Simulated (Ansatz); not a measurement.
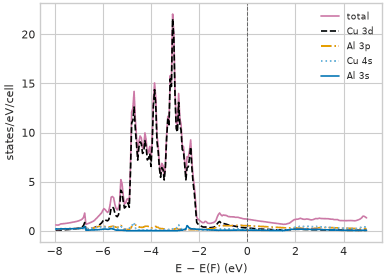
Figure: Total and projected density of states of AlCu$_{3}$ (Cu3Au type, Pm-3m), DFT-LDA in the program Ansatz with PAW potentials

**Question.** Which orbitals carry the states next to the Fermi level?

**Answer.** Within 0.5 eV of the Fermi level: Al 3p 43 %, Cu 3d 25 %, Cu 4s 14 %, Al 3s 6 %, outside the projected shells 11 %. Projections are on Löwdin-orthogonalised atomic valence shells; empty p or d shells of many metals are not among them.

**Question.** Where is the tallest occupied peak in this window, and what makes it?

**Answer.** Near -3.1 eV, about 22 states/eV per cell; the largest projected share is Cu 3d.

The workflow started from a Materials Project entry (that database holds measured and hypothetical structures alike); the Crystallography Open Database copy checked does not list it. With Al and Cu taken as one species the cell has the higher symmetry Fm-3m, so it may be an ordered model of a mixed-site phase. Whether it is the stable phase at ambient conditions was not checked. The LDA relaxation kept the symmetry of its start; of distortions, only those at the zone centre were tested. No spin polarisation was allowed.

Potentials: the later of the program's two PAW sets.
